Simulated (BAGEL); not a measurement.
# AlNH4O2 (SMILES [NH2][Al]([OH])[OH]), step by step

Wanted: the energy (HF/6-31G*), then a single-point energy (NEVPT2(2,2)/6-31G*), then the energy (CASPT2(2,2)/6-31G*) of AlNH4O2. 

The results are computed with BAGEL 1.2.2.

1 further run of the same task is left out (set aside as unsound or not needed).

**1. The structure to begin with**

AlNH4O2 has 8 atoms, charge 0, and is taken as a singlet. SMILES: `[NH2][Al]([OH])[OH]`. The N1–H5 distance was set to 1.357 Å, away from the relaxed value.

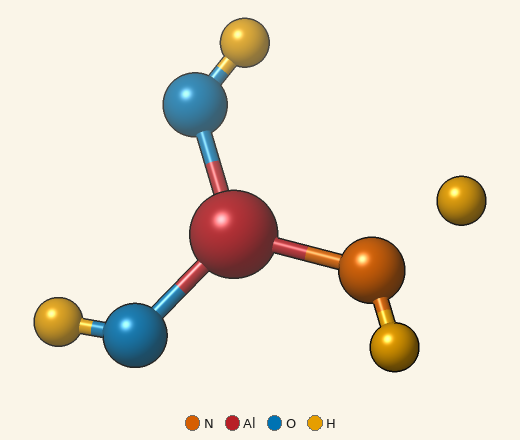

The structure, seen from a chosen angle (nitrogen orange, aluminium red, oxygen blue, hydrogen amber).

**2. The energy at HF/6-31G(d) (density fitting with svp-jkfit, spherical functions) (run 1)**

File job.json:

```json
{ "bagel": [

{
  "title": "molecule",
  "basis": "6-31gs.json",
  "df_basis": "svp-jkfit",
  "angstrom": false,
  "geometry": [
    { "atom": "N", "xyz": [ -1.24450371,  2.06211639,  0.41157857 ] },
    { "atom": "Al", "xyz": [ -0.34631688, -1.12245007,  0.08238828 ] },
    { "atom": "O", "xyz": [  2.57803430, -2.05181738, -0.83545170 ] },
    { "atom": "O", "xyz": [ -2.54217864, -3.35572841,  0.72376133 ] },
    { "atom": "H", "xyz": [  0.25095563,  4.10070569, -0.01700754 ] },
    { "atom": "H", "xyz": [ -2.98153996,  2.61221567,  0.95714250 ] },
    { "atom": "H", "xyz": [  3.93410177, -0.93253260, -1.23569569 ] },
    { "atom": "H", "xyz": [ -2.18823293, -5.12016569,  0.58581132 ] }
  ]
},
{ "title": "hf" },
{ "title": "print", "file": "orbitals.molden", "orbitals": true }

]}
```

The basis set 6-31G* is read from a file made from the Basis Set Exchange's data (not shown).

On the command line:

```console
$ BAGEL_NUM_THREADS=1 BAGEL job.json > job.out
```

The log of the run:

```text
* using 1 threads per process

  ===============================================================
  ===============================================================

  *** Geometry ***

  { "atom" : "N", "xyz" : [     -1.244504,      2.062116,      0.411579 ] },
  { "atom" : "Al", "xyz" : [     -0.346317,     -1.122450,      0.082388 ] },
  { "atom" : "O", "xyz" : [      2.578034,     -2.051817,     -0.835452 ] },
  { "atom" : "O", "xyz" : [     -2.542179,     -3.355728,      0.723761 ] },
  { "atom" : "H", "xyz" : [      0.250956,      4.100706,     -0.017008 ] },
  { "atom" : "H", "xyz" : [     -2.981540,      2.612216,      0.957143 ] },
  { "atom" : "H", "xyz" : [      3.934102,     -0.932533,     -1.235696 ] },
  { "atom" : "H", "xyz" : [     -2.188233,     -5.120166,      0.585811 ] },

  Number of auxiliary basis functions:      431

  Since a DF basis is specified, we compute 2- and 3-index integrals:
    o Being stored without compression. Storage requirement is 0.016 GB

  Number of basis functions:       68
  Number of electrons      :       40

    * METHOD: MOLECULE                             0.18

  *** RHF ***

  === Nuclear Repulsion ===
   160.2429239251

      * DIIS with orbital gradients will be used.

  === RHF iteration (6-31gs.json) ===
      0       -448.03680379          0.03593420           0.04
      1       -448.30609125          0.02280238           0.04
      2       -448.47568633          0.00155359           0.04
      3       -448.47697420          0.00028628           0.04
      4       -448.47702352          0.00010329           0.04
      5       -448.47702972          0.00004129           0.04
      6       -448.47703070          0.00001085           0.04
      7       -448.47703078          0.00000181           0.04
      8       -448.47703079          0.00000052           0.04
      9       -448.47703079          0.00000025           0.04
     10       -448.47703079          0.00000008           0.04
     11       -448.47703079          0.00000002           0.04
     12       -448.47703079          0.00000001           0.04
    * SCF iteration converged.

    * Permanent dipole moment:
           (   -0.462783,    -0.594370,     0.133009) a.u.

    * METHOD: HF                                   0.60

    * METHOD: PRINT                                0.01

  ===============================================================
```

Run time: 0.91 s. Hardware: 1 thread of Arm Neoverse V1, shared host; peak memory 0.15 GiB.

**3. A single-point energy at NEVPT2(2,2)/6-31G(d) (density fitting with svp-jkfit, spherical functions) (run 2)**

File calc.json:

```json
{ "bagel": [

{
  "title": "molecule",
  "basis": "6-31gs.json",
  "df_basis": "svp-jkfit",
  "angstrom": false,
  "geometry": [
    { "atom": "N", "xyz": [    -1.24450371,     2.06211639,     0.41157857 ] },
    { "atom": "Al", "xyz": [    -0.34631688,    -1.12245007,     0.08238828 ] },
    { "atom": "O", "xyz": [     2.57803430,    -2.05181738,    -0.83545170 ] },
    { "atom": "O", "xyz": [    -2.54217864,    -3.35572841,     0.72376133 ] },
    { "atom": "H", "xyz": [     0.25095563,     4.10070569,    -0.01700754 ] },
    { "atom": "H", "xyz": [    -2.98153996,     2.61221567,     0.95714250 ] },
    { "atom": "H", "xyz": [     3.93410177,    -0.93253260,    -1.23569569 ] },
    { "atom": "H", "xyz": [    -2.18823293,    -5.12016569,     0.58581132 ] }
  ]
},

{ "title": "hf" },

{ "title": "nevpt2", "nstate": 1, "nact": 2, "nclosed": 19, "active": [15, 23], "maxiter": 200, "natocc": true, "ncore": 8 },

{ "title": "print", "file": "orbitals.molden", "orbitals": true }

]}
```

The basis set 6-31G* is read from a file made from the Basis Set Exchange's data (not shown).

On the command line:

```console
$ BAGEL_NUM_THREADS=1 BAGEL calc.json > calc.out
```

The log of the run:

```text
* using 1 threads per process

  ===============================================================
  ===============================================================

  *** Geometry ***

  { "atom" : "N", "xyz" : [     -1.244504,      2.062116,      0.411579 ] },
  { "atom" : "Al", "xyz" : [     -0.346317,     -1.122450,      0.082388 ] },
  { "atom" : "O", "xyz" : [      2.578034,     -2.051817,     -0.835452 ] },
  { "atom" : "O", "xyz" : [     -2.542179,     -3.355728,      0.723761 ] },
  { "atom" : "H", "xyz" : [      0.250956,      4.100706,     -0.017008 ] },
  { "atom" : "H", "xyz" : [     -2.981540,      2.612216,      0.957143 ] },
  { "atom" : "H", "xyz" : [      3.934102,     -0.932533,     -1.235696 ] },
  { "atom" : "H", "xyz" : [     -2.188233,     -5.120166,      0.585811 ] },

  Number of auxiliary basis functions:      431

  Since a DF basis is specified, we compute 2- and 3-index integrals:
    o Being stored without compression. Storage requirement is 0.016 GB

  Number of basis functions:       68
  Number of electrons      :       40

    * METHOD: MOLECULE                             0.18

  *** RHF ***

  === Nuclear Repulsion ===
   160.2429239251

      * DIIS with orbital gradients will be used.

  === RHF iteration (6-31gs.json) ===
      0       -448.03680379          0.03593420           0.04
      1       -448.30609125          0.02280238           0.04
      2       -448.47568633          0.00155359           0.04
      3       -448.47697420          0.00028628           0.03
      4       -448.47702352          0.00010329           0.03
      5       -448.47702972          0.00004129           0.03
      6       -448.47703070          0.00001085           0.03
      7       -448.47703078          0.00000181           0.03
      8       -448.47703079          0.00000052           0.04
      9       -448.47703079          0.00000025           0.04
     10       -448.47703079          0.00000008           0.03
     11       -448.47703079          0.00000002           0.03
     12       -448.47703079          0.00000001           0.03
    * SCF iteration converged.

    * Permanent dipole moment:
           (   -0.462783,    -0.594370,     0.133009) a.u.

    * METHOD: HF                                   0.57

    * freezing 8 orbitals
  ---------------------------
      CASSCF calculation
  ---------------------------

    ==== Active orbitals : =====
         Orbital 15
         Orbital 23
    ============================

    * nstate   :      1
    * nclosed  :     19
    * nact     :      2
    * nvirt    :     47
  === CASSCF iteration (6-31gs.json) ===

    * Using the second-order algorithm

      0  0      -448.47809731     2.63e-04      0.01

      1  0      -448.50407277     2.43e-03      0.17

      2  0      -448.50796366     2.18e-04      0.20

      3  0      -448.50803509     6.54e-05      0.21

      4  0      -448.50803700     1.87e-05      0.20

      5  0      -448.50803708     5.70e-06      0.22

      6  0      -448.50803708     1.73e-06      0.22

      7  0      -448.50803709     5.15e-07      0.22

      8  0      -448.50803709     1.52e-07      0.19

      9  0      -448.50803709     4.47e-08      0.19

     10  0      -448.50803709     1.31e-08      0.17

     11  0      -448.50803709     3.83e-09      0.17

    * Second-order optimization converged. *

     guess   0:   closed 1.                   open ..

  === FCI iteration ===

      0  0      -448.47621981     9.19e-02      0.00
      1  0      -448.50795231     3.87e-03      0.00
      2  0 *    -448.50803709     3.83e-16      0.00

     * ci vector, state   0, <S^2> = 0.0000
       2.     0.9853295246
       .2    -0.1706626145

  === DF-NEVPT2 calculation ===

    * 3-index integral transformation done
    * assembly done

      NEVPT2 correlation energy:   -0.5562657254      0.10

          (+0)     -0.4927579749
          (+0)'    -0.0245476657
          (+1)     -0.0060978379
          (+1)'    -0.0000000000
          (+2)     -0.0004689302
          (-1)     -0.0285794627
          (-1)'     0.0000000000
          (-2)     -0.0038138541

      NEVPT2 total energy:       -449.0643028108

    * METHOD: NEVPT2                               2.45

    * METHOD: PRINT                                0.01

  ===============================================================
```

It took 3.6 s on 1 thread of Arm Neoverse V1, shared host; peak memory 0.15 GiB.

**4. A single-point energy at CASPT2(2,2)/6-31G(d) (density fitting with svp-jkfit, spherical functions) (run 3)**

File input.json:

```json
{ "bagel": [

{
  "title": "molecule",
  "basis": "6-31gs.json",
  "df_basis": "svp-jkfit",
  "geometry": [
    { "atom": "N", "xyz": [ -1.24450371,  2.06211639,  0.41157857 ] },
    { "atom": "Al", "xyz": [ -0.34631688, -1.12245007,  0.08238828 ] },
    { "atom": "O", "xyz": [  2.57803430, -2.05181738, -0.83545170 ] },
    { "atom": "O", "xyz": [ -2.54217864, -3.35572841,  0.72376133 ] },
    { "atom": "H", "xyz": [  0.25095563,  4.10070569, -0.01700754 ] },
    { "atom": "H", "xyz": [ -2.98153996,  2.61221567,  0.95714250 ] },
    { "atom": "H", "xyz": [  3.93410177, -0.93253260, -1.23569569 ] },
    { "atom": "H", "xyz": [ -2.18823293, -5.12016569,  0.58581132 ] }
  ]
},
{ "title": "hf" },
{ "title": "casscf", "nstate": 1, "nact": 2, "nclosed": 19, "nspin": 0, "active": [15, 23], "maxiter": 200, "natocc": true },
{ "title": "print", "file": "orbitals.molden", "orbitals": true },
{ "title": "smith", "method": "caspt2", "ms": true, "xms": true, "sssr": true, "shift": 0.2, "shift_imag": true, "ncore": 8 }

]}
```

The basis set 6-31G* is read from a file made from the Basis Set Exchange's data (not shown).

On the command line:

```console
$ BAGEL_NUM_THREADS=1 BAGEL input.json > input.out
```

The log of the run:

```text
* using 1 threads per process

  ===============================================================
  ===============================================================

  *** Geometry ***

  { "atom" : "N", "xyz" : [     -1.244504,      2.062116,      0.411579 ] },
  { "atom" : "Al", "xyz" : [     -0.346317,     -1.122450,      0.082388 ] },
  { "atom" : "O", "xyz" : [      2.578034,     -2.051817,     -0.835452 ] },
  { "atom" : "O", "xyz" : [     -2.542179,     -3.355728,      0.723761 ] },
  { "atom" : "H", "xyz" : [      0.250956,      4.100706,     -0.017008 ] },
  { "atom" : "H", "xyz" : [     -2.981540,      2.612216,      0.957143 ] },
  { "atom" : "H", "xyz" : [      3.934102,     -0.932533,     -1.235696 ] },
  { "atom" : "H", "xyz" : [     -2.188233,     -5.120166,      0.585811 ] },

  Number of auxiliary basis functions:      431

  Since a DF basis is specified, we compute 2- and 3-index integrals:
    o Being stored without compression. Storage requirement is 0.016 GB

  Number of basis functions:       68
  Number of electrons      :       40

    * METHOD: MOLECULE                             0.18

  *** RHF ***

  === Nuclear Repulsion ===
   160.2429239251

      * DIIS with orbital gradients will be used.

  === RHF iteration (6-31gs.json) ===
      0       -448.03680379          0.03593420           0.04
      1       -448.30609125          0.02280238           0.04
      2       -448.47568633          0.00155359           0.04
      3       -448.47697420          0.00028628           0.04
      4       -448.47702352          0.00010329           0.04
      5       -448.47702972          0.00004129           0.04
      6       -448.47703070          0.00001085           0.04
      7       -448.47703078          0.00000181           0.04
      8       -448.47703079          0.00000052           0.04
      9       -448.47703079          0.00000025           0.04
     10       -448.47703079          0.00000008           0.04
     11       -448.47703079          0.00000002           0.04
     12       -448.47703079          0.00000001           0.04
    * SCF iteration converged.

    * Permanent dipole moment:
           (   -0.462783,    -0.594370,     0.133009) a.u.

    * METHOD: HF                                   0.59

  ---------------------------
      CASSCF calculation
  ---------------------------

    ==== Active orbitals : =====
         Orbital 15
         Orbital 23
    ============================

    * nstate   :      1
    * nclosed  :     19
    * nact     :      2
    * nvirt    :     47
  === CASSCF iteration (6-31gs.json) ===

    * Using the second-order algorithm

      0  0      -448.47809731     2.63e-04      0.01

      1  0      -448.50407277     2.43e-03      0.18

      2  0      -448.50796366     2.18e-04      0.21

      3  0      -448.50803509     6.54e-05      0.21

      4  0      -448.50803700     1.87e-05      0.20

      5  0      -448.50803708     5.70e-06      0.22

      6  0      -448.50803708     1.73e-06      0.21

      7  0      -448.50803709     5.15e-07      0.23

      8  0      -448.50803709     1.52e-07      0.20

      9  0      -448.50803709     4.47e-08      0.19

     10  0      -448.50803709     1.31e-08      0.17

     11  0      -448.50803709     3.83e-09      0.16

    * Second-order optimization converged. *

     guess   0:   closed 1.                   open ..

  === FCI iteration ===

      0  0      -448.47621981     9.19e-02      0.00
      1  0      -448.50795231     3.87e-03      0.00
      2  0 *    -448.50803709     3.83e-16      0.00

     * ci vector, state   0, <S^2> = 0.0000
       2.     0.9853295246
       .2    -0.1706626145

    * METHOD: CASSCF                               2.29

    * METHOD: PRINT                                0.01

  === SMITH program ===

    * freezing 8 orbitals

    * Approximate memory requirement for SMITH calulation per MPI process:
      o Storage requirement for T-amplitude, lambda, and residual is 0.01 GB
      o Storage requirement for MO integrals is 0.00 GB
    * Calculating and saving rdm4f

    * Zeroth order energy : state  0       -1.0397730298

    * CASPT2 iteration is performed using orthogonal basis

      -------------------------------------------  CASPT2 iteration  ---------------------------------------------------
       #      aibj      arbs      arbi      airj      risj      airs      arst      rist         Etot      error   time
      ------------------------------------------------------------------------------------------------------------------

       0  -0.49156  -0.00458  -0.02900  -0.00634  -0.00064  -0.02165  -0.00000  -0.00000   -0.5537722  0.0017596   0.05
       1  -0.49169  -0.00461  -0.02914  -0.00644  -0.00069  -0.02212  -0.00000  -0.00000   -0.5546942  0.0002992   0.05
       2  -0.49171  -0.00462  -0.02911  -0.00645  -0.00069  -0.02215  -0.00000  -0.00000   -0.5547274  0.0000628   0.05
       3  -0.49171  -0.00462  -0.02911  -0.00644  -0.00069  -0.02215  -0.00000  -0.00000   -0.5547286  0.0000127   0.05
       4  -0.49171  -0.00462  -0.02911  -0.00644  -0.00069  -0.02215   0.00000  -0.00000   -0.5547286  0.0000023   0.05
       5  -0.49171  -0.00462  -0.02911  -0.00644  -0.00069  -0.02215   0.00000  -0.00000   -0.5547286  0.0000004   0.05

      ------------------------------------------------------------------------------------------------------------------

    * CASPT2 energy : state  0     -449.0649982046
        w/o shift correction       -449.0627656999
        reference weight              0.8589739114

    * METHOD: SMITH                                0.44

  ===============================================================
```

Run time: 3.9 s. Hardware: 1 thread of Arm Neoverse V1, shared host; peak memory 0.15 GiB.

**5. Results**

```
                               quantity          value
         run 1, HF/6-31G*: total energy  -448.47703 Eh
        run 1, HF/6-31G*: dipole moment         1.94 D
          run 1, HF/6-31G*: HOMO energy      -10.70 eV
          run 1, HF/6-31G*: LUMO energy        2.87 eV
        run 1, HF/6-31G*: HOMO–LUMO gap       13.57 eV
run 2, NEVPT2(2,2)/6-31G*: total energy  -449.06430 Eh
run 3, CASPT2(2,2)/6-31G*: total energy  -449.06500 Eh
```
